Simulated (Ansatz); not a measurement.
# What Ca3SiS (model cell, started as antiperovskite) distorts into, part 2 of 3

Wanted: the energy along a soft mode of Ca3SiS (model cell, started as antiperovskite) and the structure at the end.

Ansatz 0.2.0; DFT PBEsol, scalar-relativistic, plane waves, PAW; PAW set soft_1.

So far, highest frequency on the path or at a solved wavevector (cm⁻¹): step 2 (response at finite wavevector) 410. Also lowest frequency on the path (cm⁻¹): step 2 -107.

The structure was built from a prototype and need not be the compound's stable phase.

## (4) The mode frozen in, largest atomic shift 0.6 Å

The atoms are moved along the unstable eigenvector, the largest shift by 0.6 Å, with the cell fixed.

The input, input.yaml:

```yaml
crystal:
  lattice:
    - [5.1680341995, 5.1680341995, 0.0]
    - [5.1680341995, 0.0, 5.1680341995]
    - [5.1680341995, 0.0, -5.1680341995]
  atoms:
    - { symbol: Si, position: [0.0, 0.0, 0.0] }
    - { symbol: Si, position: [0.0, 0.5, 0.5] }
    - { symbol: S, position: [0.5, 0.25, 0.75] }
    - { symbol: S, position: [0.5, 0.75, 0.25] }
    - { symbol: Ca, position: [0.4179061027, 0.5, 0.5] }
    - { symbol: Ca, position: [0.5820938973, 0.0, 0.0] }
    - { symbol: Ca, position: [0.0, 0.4179061027, 0.0] }
    - { symbol: Ca, position: [0.0, 0.0820938973, 0.5] }
    - { symbol: Ca, position: [0.4179061027, 0.5820938973, 0.0] }
    - { symbol: Ca, position: [0.5820938973, -0.0820938973, 0.5] }
kpoints:
  mp_grid: { grid: [8, 8, 8] }
hamiltonian:
  xc: pbesol
  pseudopotentials: { kind: paw, azcp: { folder: soft_1 }, xc_functional: pbe }
scf:
  occupations: { method: methfessel_paxton, width: 0.2 }
output:
  forces: true
  stress: true
  eigenvalues: true
```

Command:

```bash
$ ansatz run input.yaml --threads 8 --pin off --max-ram 16384MiB --backend cpu --events-out ev --progress --plain --runs-dir out
```

Numbers of over 12 decimals in the logs are rounded to 6 here.

What it wrote:

```text
[...]
Crystal: 10 atoms, lattice volume = 276.062 Å³
Basis set: ecut = 420 eV, 5329 PW (Γ), exchange–correlation on 100×100×100 points (8 copies of the dense FFT grid, shifted against one another)
Bands: 50, of which v1, the nominal top of the filled ones, is band 40 counted from 1 (39 counted from 0)
Symmetry: 12 space group operations
[...]
k-points: 65 of 512
[...]
k-point 0: bands = [... 36 lower, 5.2863, 6.3671, 6.4113, 6.4113, 7.0720, 7.0720, 7.4192, 7.5487, ... 6 higher]
  k-point 1: bands = [... 36 lower, 5.3105, 5.9903, 6.2420, 6.2420, 7.2870, 7.2870, 7.5462, 7.5462, ... 6 higher]
  k-point 2: bands = [... 36 lower, 5.3355, 5.5071, 5.9666, 5.9666, 7.5738, 7.5738, 7.7066, 7.7066, ... 6 higher]
  k-point 64: bands = [... 36 lower, 5.2800, 5.7403, 5.7934, 6.0547, 7.4228, 7.6016, 7.7090, 8.1076, ... 6 higher]
[key lines of the parts left out:]
SCF converged after 8 iterations
Free energy (F): -13784.996699 eV
Fermi energy:    6.748048 eV
P = ⅓ Tr σ = -0.7007 GPa (-7.007 kbar)
```

Elapsed: 5.9 s, on 8 threads of Arm Neoverse V2, shared host; peak memory 1.2 GiB; 44 s of CPU time.

Numbers from this step:

```yaml
pressure: -0.7007 GPa
gap_on_the_k_mesh: 0.6607 eV
energy_from_the_undistorted_cell: -121.6 meV/atom
```

The energy, extrapolated to zero smearing, is -121.62 meV/atom against the undistorted cell.

The run ends at a pressure of -0.70 GPa, with forces up to 0.37 eV/Å.

## (5) Energy along the mode, all amplitudes (two of the runs are shown above)

An imaginary frequency means negative curvature, so the energy should fall and then rise again as anharmonic terms take over.

This step gave:

| Item | Value |
| --- | --- |
| depth at the lowest point sampled | 121.6 meV/atom |
| largest atomic shift at that point | 0.6 Å |

The energy from the parent by largest atomic shift:

```csv
largest atomic shift (Å),energy from the parent (meV/atom)
0.000,0
0.040,-0.779
0.080,-3.10
0.140,-9.41
0.220,-22.7
0.320,-45.7
0.450,-81.9
0.600,-122
```

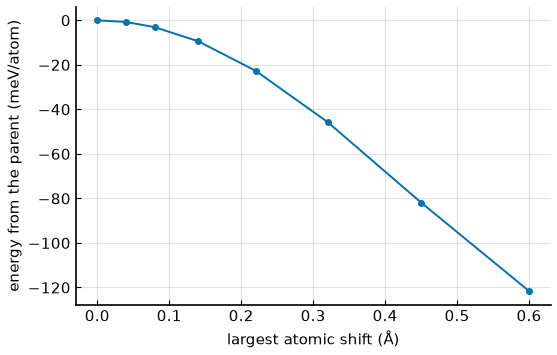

Energy from the parent, plotted against largest atomic shift.

Displacement at unit largest shift by atom:

| atom | x (Å) | y (Å) | z (Å) | size |
| --- | --- | --- | --- | --- |
| Si1 | 0.000 | 0.000 | 0.000 | 0.000 |
| Si2 | 0.000 | 0.000 | 0.000 | 0.000 |
| S3 | 0.000 | 0.000 | 0.000 | 0.000 |
| S4 | 0.000 | 0.000 | 0.000 | 0.000 |
| Ca5 | -0.707 | -0.707 | 0.000 | 1.000 |
| Ca6 | 0.707 | 0.707 | 0.000 | 1.000 |
| Ca7 | -0.707 | 0.000 | -0.707 | 1.000 |
| Ca8 | 0.707 | 0.000 | 0.707 | 1.000 |
| Ca9 | 0.000 | -0.707 | 0.707 | 1.000 |
| Ca10 | 0.000 | 0.707 | -0.707 | 1.000 |

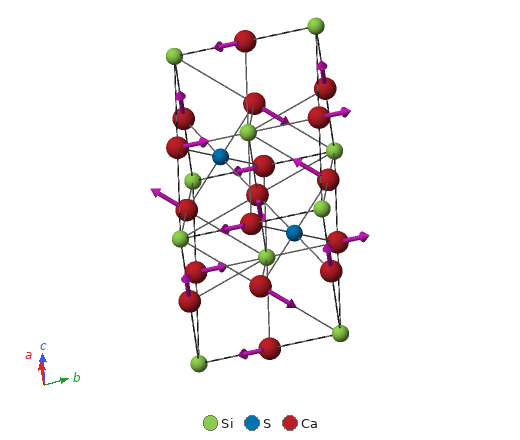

Displacement at unit largest shift as arrows, the longest 1.000 Å. Some periodic images of atoms are drawn too.

The lowest of the steps tried is the last one, at 0.6 Å, 122 meV/atom below the parent; the bottom of the well need not coincide with a step.

## (6) Relaxing from the distorted cell

Starting from the lowest point found, all atoms and the cell are let go, so that strain and other modes of the same symmetry can join in.

Edit input.yaml of step 4 so:

```diff
@@ -27 +27,6 @@
   eigenvalues: true
+relax:
+  adjacent_minimum: "off"
+  f_tol: 0.002
+  max_steps: 120
+  cell: { stress_tol: 0.03 }
```

What it wrote:

```text
[...]
Crystal: 10 atoms, lattice volume = 276.062 Å³
Basis set: ecut = 420 eV, 5329 PW (Γ), exchange–correlation on 100×100×100 points (8 copies of the dense FFT grid, shifted against one another)
Bands: 50, of which v1, the nominal top of the filled ones, is band 40 counted from 1 (39 counted from 0)
Symmetry: 12 space group operations
[...]
k-points: 65 of 512
[...]
SCF iter   1: F=—  HF=-13786.079051 eV  |F-HF|=—  |Δ(HF+E_count)|=         —  Δρ=2.77e-2  dr2=3.88e0  ethr=3.10e-3  ⟨swp⟩=10.9  Hψ=16099  notcnv=0
[...]
SCF iter   8: F=-13784.996699 eV  HF=-13784.996699 eV  |F-HF|=2.11e-9  |Δ(HF+E_count)|=   5.16e-8  S|Δr|=    0.00e0  Δρ=1.97e-6  dr2=9.27e-9  ethr=1.25e-10  ⟨swp⟩=14.8  Hψ=16843  notcnv=0
SCF 1 converged in 8 iterations: F = -13784.996699 eV  dr2 = 9.27e-9
[...]
relax step   1: F+E_penalty+E_count = -13784.99669937 eV  Δ(F+E_penalty+E_count) = +0.000e0 eV  max|allowed force component| = 2.641e-1 eV/Å  Δτ_max = 0.0000 Å  P = -0.701 GPa  Ω = 276.062 Å³  (8 SCF iters, dr2 threshold 1.00e-7 eV, accepted)
Crystal: 10 atoms, lattice volume = 270.059 Å³
Basis set: ecut = 420 eV, 5269 PW (Γ), exchange–correlation on 100×100×100 points (8 copies of the dense FFT grid, shifted against one another)
[...]
SCF iter   6: F=-13785.291937 eV  HF=-13785.291937 eV  |F-HF|=1.46e-7  |Δ(HF+E_count)|=   4.05e-6  S|Δr|=    0.00e0  Δρ=1.12e-5  dr2=3.34e-7  ethr=1.25e-9  ⟨swp⟩=12.4  Hψ=16609  notcnv=0
SCF 2 converged in 6 iterations: F = -13785.291937 eV  dr2 = 3.34e-7
relax step   2: F+E_penalty+E_count = -13785.29193714 eV  Δ(F+E_penalty+E_count) = -2.952e-1 eV  max|allowed force component| = 5.970e-2 eV/Å  Δτ_max = 0.1659 Å  P = -0.041 GPa  Ω = 270.059 Å³  energy of the carried Pulay correction = +1.039e-4 eV  (6 SCF iters, dr2 threshold 1.00e-6 eV, accepted)
Crystal: 10 atoms, lattice volume = 270.532 Å³
Basis set: ecut = 420 eV, 5275 PW (Γ), exchange–correlation on 100×100×100 points (8 copies of the dense FFT grid, shifted against one another)
[...]
SCF iter   6: F=-13785.296004 eV  HF=-13785.296004 eV  |F-HF|=6.69e-9  |Δ(HF+E_count)|=   8.54e-8  S|Δr|=    0.00e0  Δρ=3.13e-6  dr2=2.65e-8  ethr=2.78e-10  ⟨swp⟩=8.6  Hψ=14741  notcnv=0
SCF 3 converged in 6 iterations: F = -13785.296004 eV  dr2 = 2.65e-8
relax step   3: F+E_penalty+E_count = -13785.29600442 eV  Δ(F+E_penalty+E_count) = -4.067e-3 eV  max|allowed force component| = 4.000e-2 eV/Å  Δτ_max = 0.0418 Å  P = -0.007 GPa  Ω = 270.532 Å³  energy of the carried Pulay correction = +9.560e-5 eV  (6 SCF iters, dr2 threshold 2.23e-7 eV, accepted)
[...]
relax step   4: F+E_penalty+E_count = -13785.29886762 eV  Δ(F+E_penalty+E_count) = -2.863e-3 eV  max|allowed force component| = 5.813e-4 eV/Å  Δτ_max = 0.0159 Å  P = +0.008 GPa  Ω = 270.146 Å³  energy of the carried Pulay correction = +1.023e-4 eV  (6 SCF iters, dr2 threshold 1.00e-7 eV, accepted)
Basis set: ecut = 420 eV, 5269 PW (Γ), exchange–correlation on 100×100×96 points (8 copies of the dense FFT grid, shifted against one another)
[...]
SCF iter   5: F=-13785.298791 eV  HF=-13785.298791 eV  |F-HF|=1.82e-12  |Δ(HF+E_count)|=  7.28e-12  S|Δr|=    0.00e0  Δρ=4.75e-8  dr2=1.05e-11  ethr=1.00e-12  ⟨swp⟩=5.6  Hψ=10810  notcnv=0
SCF 5 converged in 5 iterations: F = -13785.298791 eV  dr2 = 1.05e-11
relax step   5: F+E_penalty+E_count = -13785.29879101 eV  Δ(F+E_penalty+E_count) = +7.661e-5 eV  max|allowed force component| = 5.563e-4 eV/Å  Δτ_max = 0.0000 Å  P = +0.009 GPa  Ω = 270.146 Å³  stress off target by 1.39e-2 GPa  SCF on the basis re-selected at this cell (its energy is not comparable with the rows above)  (5 SCF iters)
basis re-selected at this cell: Δ(F+E_penalty+E_count) = +7.661e-5 eV, ΔP = +0.000 GPa vs the last step (what re-selecting the basis moved, of the pressure what is left beyond the Pulay correction that the steps carried, after the strain that the cell walked since its last selection, with what the two solves' SCF thresholds leave and, on support functions, any second-order correction that the steps lacked; it is no measure of the basis error at this ecutwfc). The dense FFT grid was sized anew with the basis: this SCF ran on 50×50×48 points, the steps before it on 50×50×50, so part of this shift can come from that change (see relax.cell in the input reference). [rest of the remark cut]
SCF converged after 5 iterations
[...]
Free energy (F): -13785.298791 eV
[...]
Internal energy: -13785.298892 eV  (E = F + TS)
E sigma→0 (E₀):  -13785.298816 eV
Entropy (-TS):   0.000101 eV (0.010 meV/atom)
Fermi energy:    6.831901 eV
[...]
--- Forces (eV/Å), atoms counted from 1 ---
  atom   1  Si     0.00000000    -0.00000000     0.00000000
  atom   2  Si    -0.00000000     0.00000000    -0.00000000
  atom   3  S      0.00000000     0.00000000     0.00000000
  atom   4  S      0.00000000     0.00000000     0.00000000
  atom   5  Ca     0.00055627     0.00055627    -0.00000000
  atom   6  Ca    -0.00055627    -0.00055627     0.00000000
  atom   7  Ca     0.00055627     0.00000000     0.00055627
  atom   8  Ca    -0.00055627    -0.00000000    -0.00055627
  atom   9  Ca     0.00000000     0.00055627    -0.00055627
  atom  10  Ca    -0.00000000    -0.00055627     0.00055627
  max |Σ_I F_I| component: 5.85e-18 eV/Å
--- Stress (GPa, compression-positive) ---
        0.008533       0.005371       0.005371
        0.005371       0.008533      -0.005371
        0.005371      -0.005371       0.008533
  P = ⅓ Tr σ = 0.0085 GPa (0.085 kbar)
--- Band table (eV; the first three rows and the last of 65) ---
  k-point 0: bands = [... 36 lower, 5.5155, 6.3250, 6.3250, 6.3642, 7.3344, 7.3344, 7.7358, 8.0578, ... 6 higher]
  k-point 1: bands = [... 36 lower, 5.5777, 6.0396, 6.2138, 6.2138, 7.4868, 7.4868, 7.9135, 7.9135, ... 6 higher]
  k-point 2: bands = [... 36 lower, 5.5741, 5.6698, 5.9933, 5.9933, 7.8123, 7.8123, 7.8509, 7.8509, ... 6 higher]
  k-point 64: bands = [... 36 lower, 5.5674, 5.8516, 5.9255, 6.1976, 7.4261, 7.5687, 8.0729, 8.3190, ... 6 higher]
--- Relaxed structure (4 steps of the walk, 4 accepted, 1 SCFs on fresh bases) ---
  F+E_penalty+E_count = -13785.29879101 eV   max|allowed force component| = 5.563e-4 eV/Å   (the final SCF, on the basis selected at the relaxed cell)
  cell:  # Å, volume = 270.1461 Å³
    - [5.231353, 5.231353, -1.3877787807814457e-17]
    - [5.231353, -1.3877787807814457e-17, 5.231353]
    - [5.034190, 0.197163, -5.034190]
  atoms:
    - { symbol: Si, position: [-3.0209767739736965e-19, 0, 3.0209767739736956e-19] }
    - { symbol: Si, position: [-3.3068166260807885e-18, 0.500000, 0.5] }
    - { symbol: S, position: [0.500000, 0.250000, 0.750000] }
    - { symbol: S, position: [0.500000, 0.750000, 0.250000] }
    - { symbol: Ca, position: [0.391668, 0.5, 0.5] }
    - { symbol: Ca, position: [0.608332, -1.6965827112860055e-18, 1.834892001619535e-18] }
    - { symbol: Ca, position: [-1.734723475976807e-18, 0.391668, 0.0] }
    - { symbol: Ca, position: [-5.204170427930421e-18, 0.108332, 0.500000] }
    - { symbol: Ca, position: [0.391668, 0.608332, 5.551115123125783e-17] }
    - { symbol: Ca, position: [0.608332, -0.108332, 0.500000] }
```

The job ended after 30 s (8 threads; peak memory 1.3 GiB; 3.8 min of CPU time).

Relaxation path:

```
step  energy less that of the first step (eV)  largest force component (eV/Å)  pressure (GPa)  volume (Å³)
   1                                   0.0000                          0.2641           -0.70       276.06
   2                                  -0.2952                          0.0597           -0.04       270.06
   3                                  -0.2993                          0.0400           -0.01       270.53
   4                                  -0.3022                          0.0006            0.01       270.15
  5*                                  -0.3021                          0.0006            0.01       270.15
```

Relaxation steps marked * repeat the geometry before them on a plane-wave basis chosen anew for their cell, so energy and pressure can jump there.

The run keeps the 12 symmetry operations that it works with, so distortions that break them were not tested.

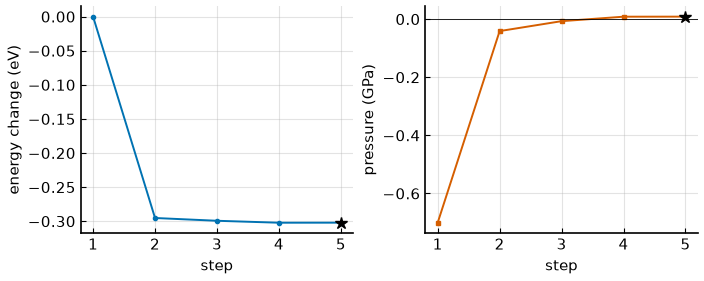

Energy and pressure along the relaxation. Stars mark steps on a basis chosen anew.

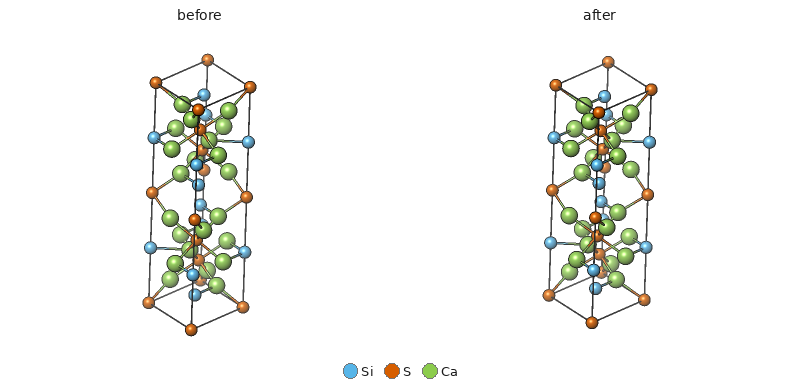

The structure before and after the relaxation, drawn at the same scale. Bonds to atoms that aren't drawn are left out.

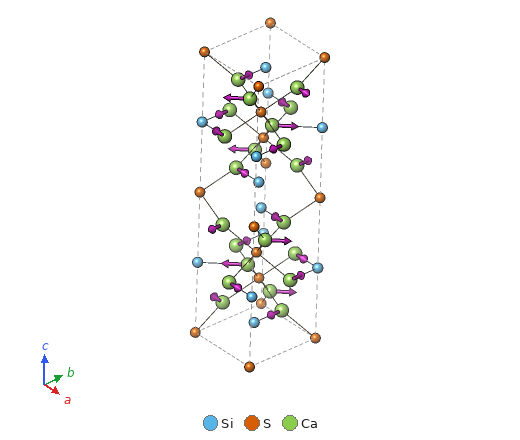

Displacements in the relaxation, exaggerated, measured against the changing cell; the longest in the cell stands for 0.19 Å. Bonds to atoms that aren't drawn are left out. Some periodic images of atoms are drawn too.

```csv
"conventional cell, symmetrised",before,after,change
a (Å),7.309,7.398,+1.2 %
b (Å),7.309,7.398,+1.2 %
c (Å),17.903,17.097,-4.5 %
volume (Å³/atom),27.61,27.01,-2.1 %
```

The atoms that moved most (Å, as changes of fractional coordinates times the final cell):

```csv
atom,dx,dy,dz,length
Ca10,0.000,0.137,-0.137,0.194
Ca6,0.137,0.137,0.000,0.194
Ca8,0.137,0.000,0.137,0.194
Ca9,0.000,-0.137,0.137,0.194
Ca5,-0.137,-0.137,0.000,0.194
Ca7,-0.137,0.000,-0.137,0.194
```

This step gave:

```
pressure          : 0.008533 GPa
volume per atom   : 27.01 Å³
gap on the k-mesh : 0.9703 eV
```

The distorted start has space group R-3c; the relaxation ends in R-3c.

## (7) The new phase in its own primitive cell

The relaxed structure is symmetrised, reduced to its primitive cell and relaxed tightly, as its phonons need.

The input, input.yaml:

```yaml
crystal:
  lattice:
    - [3.6991249804, 2.1356908032, 5.6991499089]
    - [-3.6991249804, 2.1356908032, 5.6991499089]
    - [0.0, -4.2713816064, 5.6991499089]
  atoms:
    - { symbol: Si, position: [0.75, 0.75, 0.75] }
    - { symbol: Si, position: [0.25, 0.25, 0.25] }
    - { symbol: S, position: [0.5, 0.5, 0.5] }
    - { symbol: S, position: [0.0, 0.0, 0.0] }
    - { symbol: Ca, position: [0.6416684979, 0.25, 0.8583315021] }
    - { symbol: Ca, position: [0.3583315021, 0.75, 0.1416684979] }
    - { symbol: Ca, position: [0.1416684979, 0.3583315021, 0.75] }
    - { symbol: Ca, position: [0.8583315021, 0.6416684979, 0.25] }
    - { symbol: Ca, position: [0.75, 0.1416684979, 0.3583315021] }
    - { symbol: Ca, position: [0.25, 0.8583315021, 0.6416684979] }
kpoints:
  mp_grid: { grid: [6, 6, 6] }
hamiltonian:
  xc: pbesol
  pseudopotentials: { kind: paw, azcp: { folder: soft_1 }, xc_functional: pbe }
scf:
  occupations: { method: fixed }
output:
  forces: true
  stress: true
  eigenvalues: true
relax:
  adjacent_minimum: "off"
  f_tol: 0.001
  max_steps: 60
  cell: { stress_tol: 0.01 }
```

What it wrote:

```text
[...]
Crystal: 10 atoms, lattice volume = 270.146 Å³
Basis set: ecut = 420 eV, 5269 PW (Γ), exchange–correlation on 96×96×96 points (8 copies of the dense FFT grid, shifted against one another)
Bands: 50, of which v1, the nominal top of the filled ones, is band 40 counted from 1 (39 counted from 0)
Symmetry: 12 space group operations
[...]
k-points: 32 of 216
[...]
- { symbol: Si, position: [0.25, 0.25, 0.25] }
    - { symbol: S, position: [0.5, 0.5, 0.5] }
    - { symbol: S, position: [0, 0, 0] }
    - { symbol: Ca, position: [0.641675, 0.250000, 0.858325] }
    - { symbol: Ca, position: [0.358325, 0.75, 0.141675] }
    - { symbol: Ca, position: [0.141675, 0.358325, 0.75] }
    - { symbol: Ca, position: [0.858325, 0.641675, 0.25] }
    - { symbol: Ca, position: [0.75, 0.141675, 0.358325] }
    - { symbol: Ca, position: [0.250000, 0.858325, 0.641675] }
[key lines of the parts left out:]
SCF converged after 9 iterations
Free energy (F): -13785.298749 eV
Fermi energy:    6.363441 eV
P = ⅓ Tr σ = -0.0020 GPa (-0.020 kbar)
```

The job ended after 9.6 s (8 threads; peak memory 1.1 GiB; 72 s of CPU time).

Little changed from the start: no atom moved by 0.005 Å and no cell edge by 0.1 %.

Numbers from this step:

| Quantity | Value |
| --- | --- |
| pressure | -0.001975 GPa |
| gap on the k-mesh | 0.9695 eV |
| volume per atom | 27.02 Å³ |
| direct gap on mesh | 0.9695 eV |

The largest force component left is 0.068 meV/Å and the pressure is -0.002 GPa, within the tolerances set. The cell now holds 27.02 Å³/atom.

(Continued in part 3 of 3.)

[Logs are printed without paths, hosts, clocks, repeated set-up lines and the standing remarks that a program may print on its own settings, such as how far it seeks lower states.]

[Hosts, paths, dates, database ids (printed as entryN), source tags and the programs' standing remarks are cut or masked in the printed files.]
